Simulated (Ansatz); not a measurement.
## Electronic structure of Cl2H4O3Si3 ((Cl)2Si(OSiH2)2O) in real space

Input file:

```
crystal:
  periodic: [false, false, false]
  atoms:
    - {symbol: Si, position_ang: [-1.192231, 1.032647, -0.608858]}
    - {symbol: Cl, position_ang: [-1.068643, 3.078573, -0.688551]}
    - {symbol: Cl, position_ang: [-2.994070, 0.434800, -1.385860]}
    - {symbol: O, position_ang: [-1.073259, 0.530581, 0.965975]}
    - {symbol: Si, position_ang: [0.034942, -0.483721, 1.735943]}
    - {symbol: O, position_ang: [1.145650, -0.987235, 0.584729]}
    - {symbol: Si, position_ang: [1.298923, -0.669891, -1.054871]}
    - {symbol: O, position_ang: [0.041392, 0.367523, -1.493229]}
    - {symbol: H, position_ang: [-0.695569, -1.668207, 2.283198]}
    - {symbol: H, position_ang: [0.735101, 0.291588, 2.805823]}
    - {symbol: H, position_ang: [1.165777, -1.942387, -1.828943]}
    - {symbol: H, position_ang: [2.601997, 0.015739, -1.315367]}
basis:
  gaussian: {orbitals: def2-TZVP, initial_orbitals: start.molden}
hamiltonian: {xc: pbe0, dispersion: d4}
scf: {omitted_lower_state_checks: [starts]}
output: {orbitals: {seedname: orbitals}}
```

Command:

```sh
ansatz run in.yaml --threads 2 --pin off --events-out ev --progress --plain --max-ram 32768MiB --backend cuda --devices 0, --max-vram 18GiB
```

Geometry: PBE-D4/def2-SVP.

The calculation used RKS PBE0-D4/def2-TZVP (Ansatz 0.2.0).

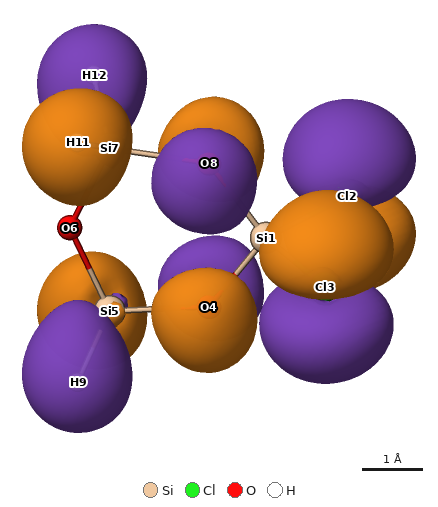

Figure 1. The HOMO−1 at ±0.06 Å⁻³ᐟ² (orange and purple are the two phases), seen at a tilt.

> Describe this orbital and give its energy.

By Hirshfeld shares it lies mainly on Cl2 (about 20 %), Cl3 (about 20 %), O4 (about 15 %) and O8 (about 15 %). Its energy is −9.18 eV.

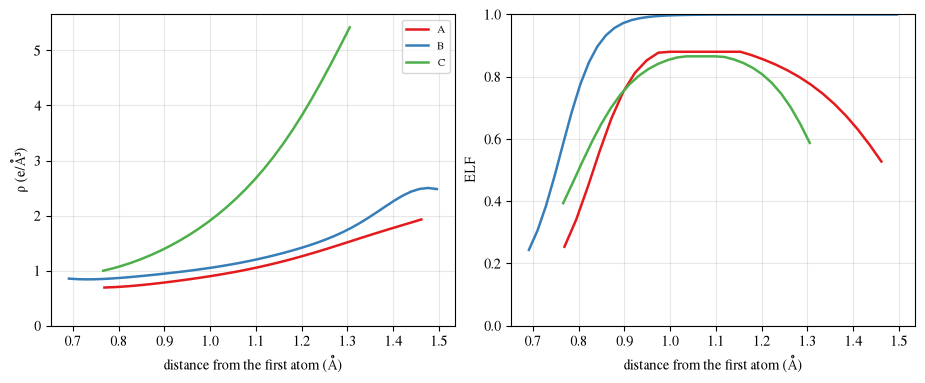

Figure 2. Electron density and ELF along straight lines between neighbouring atoms. The curves leave out the atomic cores.

> Which curve belongs to which contact (Si–Cl, Si–H and Si–O)? The first atom named is at distance zero.

Curve A: Si–Cl (2.05 Å): ρ at the midpoint is about 0.93 e/Å³; the ELF peaks at about 0.90 between the atoms; a polar covalent bond. Curve B: Si–H (1.50 Å): the density is about 0.84 e/Å³ at the midpoint; the ELF climbs to about 1 towards the hydrogen, as it does in any bond to H. Curve C: Si–O (1.66 Å): ρ at the midpoint is about 1.1 e/Å³; the ELF peaks at about 0.85 between the atoms: a polar covalent bond.

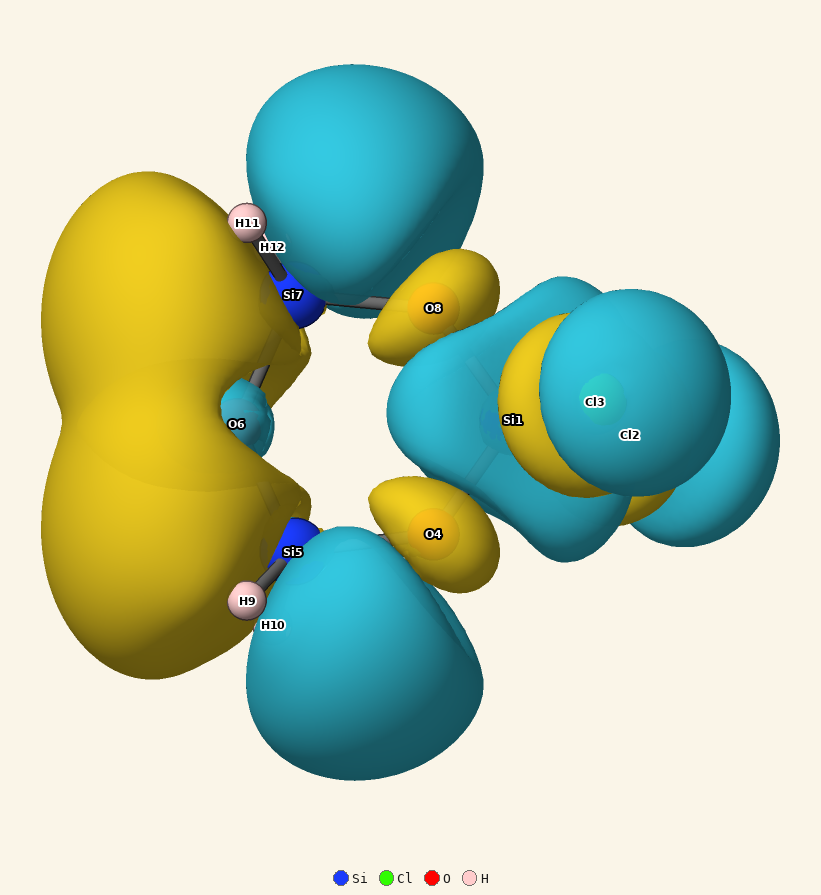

Figure 3. The LUMO at ±0.04 Å⁻³ᐟ² (yellow and cyan are the two phases), seen across its widest extent.

> What is the character of this orbital?

Its weight (Hirshfeld) is mainly on Si7 (about 20 %), Si5 (about 20 %), Si1 (about 15 %), Cl2 (about 10 %) and Cl3 (about 10 %). Its energy is −0.27 eV.
